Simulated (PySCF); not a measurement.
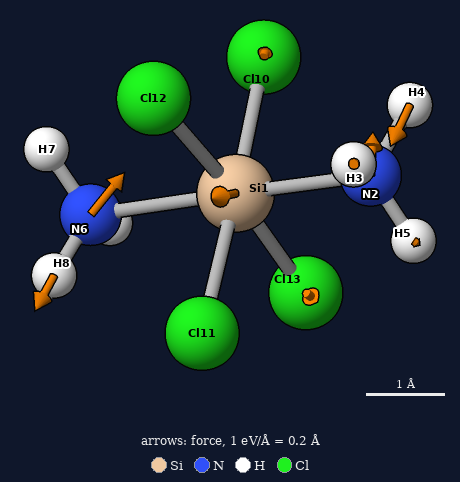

Starting geometry of SiN2H6Cl4 with the computed forces as orange arrows. A ball-and-stick model, seen at a tilt.

The start comes from GFN2-xTB. Its atoms were then displaced at random by about 0.03 Å.

All numbers below come from PBE0-D3(BJ)/def2-SVP geometry optimisation, gas phase in PySCF 2.14.0, density-fitted response routines. 

Q: What follows when this structure is relaxed?

A: It isn't relaxed: the largest force vector, on an N atom, is 3.57 eV/Å. The final displacements follow the starting forces only in part (cosine between the two patterns 0.46). After 11 geometry steps the energy has fallen by 15.3 kcal/mol. The largest move after the best rigid fit is that of an H atom, 0.14 Å. Largest moves by element: H 0.14 Å, N 0.13 Å, Cl 0.09 Å, Si 0.09 Å. Among the contacts that change: N–Si 2.094 → 1.956 Å, Cl–Si 2.055 → 2.182 Å, N–Si 2.060 → 1.955 Å, H–N 1.126 → 1.023 Å. Bond angles that change, for instance: Si–N–H 102.6° → 109.4°, Cl–Si–Cl 96.0° → 90.0°, N–Si–N 174.1° → 179.9°. The run took 2.6 min on 1 thread of Arm Neoverse V1, with other jobs on the host.
